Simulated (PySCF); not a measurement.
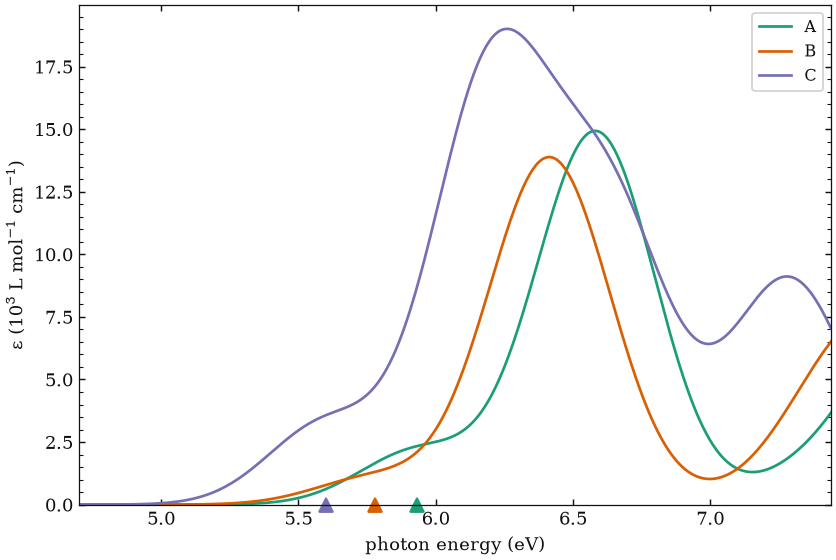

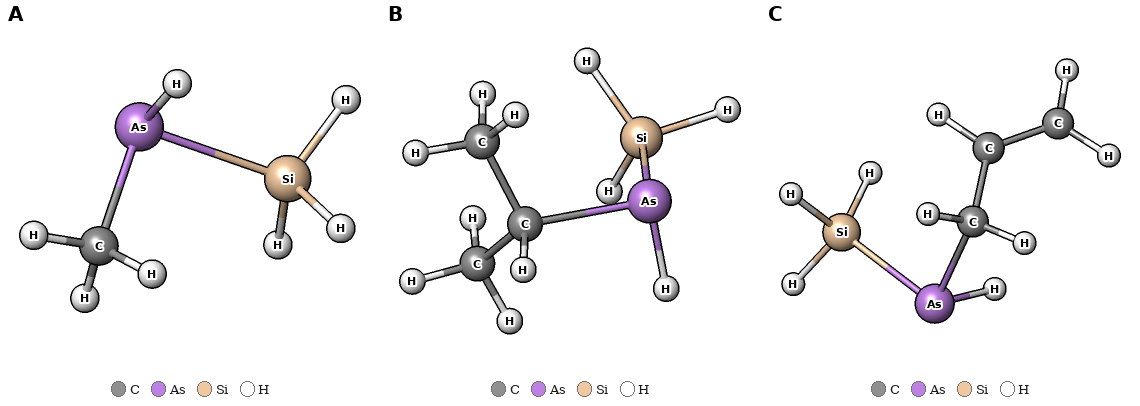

Related molecules: A is CH₇AsSi, SMILES C[AsH][SiH3]; B is C₃H₁₁AsSi, SMILES CC(C)[AsH][SiH3]; C is C₃H₉AsSi, SMILES C=CC[AsH][SiH3]. Vertical TDDFT absorption, CAM-B3LYP/def2-SVPD, PySCF, at a GFN2-xTB geometry (no frequency check); Gaussians of 1/e half-width 0.30 eV, triangles mark S1, and the range ends where the computed states of one molecule run out.

> How does the lowest singlet move?

A: 5.93 eV (f = 0.039, mainly HOMO → LUMO (87 %)); B: 5.78 eV (f = 0.020, mainly HOMO → LUMO (69 %)); C: 5.60 eV (f = 0.060, mainly HOMO → LUMO (81 %)). From A to B it shifts 0.15 eV to the red. From A to C it shifts 0.33 eV to the red.

> And the brightest state of each within the range drawn?

A: S3 at 6.60 eV, f = 0.25; B: S2 at 6.36 eV, f = 0.14; C: S4 at 6.63 eV, f = 0.20.

Caveats, for all or some of the runs: core orbitals are frozen in the response; one conformer of a flexible molecule; the tight-binding geometry is rougher than a DFT one and adds to the error.
